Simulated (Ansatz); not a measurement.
The figure comes from a scan of PbO2 (space group Pbcn): a phonon pattern at Γ is frozen into a 12-atom cell, Q being the largest atomic displacement. The numbers are results of LDA (plane waves to 420 eV, PAW, scalar-relativistic; Ansatz, a quantum-chemistry and plane-wave program), not measurements. k mesh 8×7×7 (Γ-centred), Fermi-Dirac smearing 0.05 eV. E stands for the smeared free energy. With partly filled bands, energies and forces of such displacements shift with the k mesh and the smearing. At this level the bands of PbO2 touch or barely overlap. PbO2 was relaxed with its symmetry unable to fall. Spin-orbit coupling is left out, though Pb is heavy. This is one of several known forms of PbO2; the measured ambient cells at hand have space group No. 136. The zero of ΔE is the undisplaced structure.

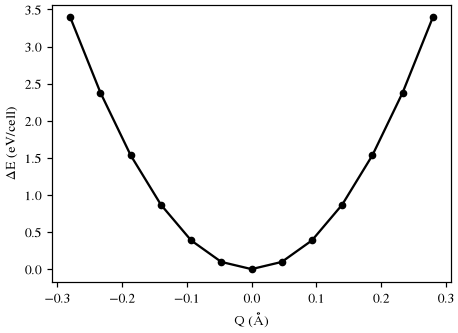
ΔE (eV/cell) against Q (Å); computed points joined by lines.

Q: Read the plotted values off the figure, to the accuracy that the plot allows.

A: To the nearest 0.05:

| Q (Å) | ΔE (eV/cell) |
|---|---|
| -0.280 | 3.40 |
| -0.233 | 2.40 |
| -0.187 | 1.55 |
| -0.140 | 0.85 |
| -0.093 | 0.40 |
| -0.047 | 0.10 |
| 0.000 | 0.00 |
| 0.047 | 0.10 |
| 0.093 | 0.40 |
| 0.140 | 0.85 |
| 0.187 | 1.55 |
| 0.233 | 2.40 |
| 0.280 | 3.40 |

(For displaced atoms, the force is minus the slope of the energy, and its curvature is a force constant, which sets phonon frequencies.)
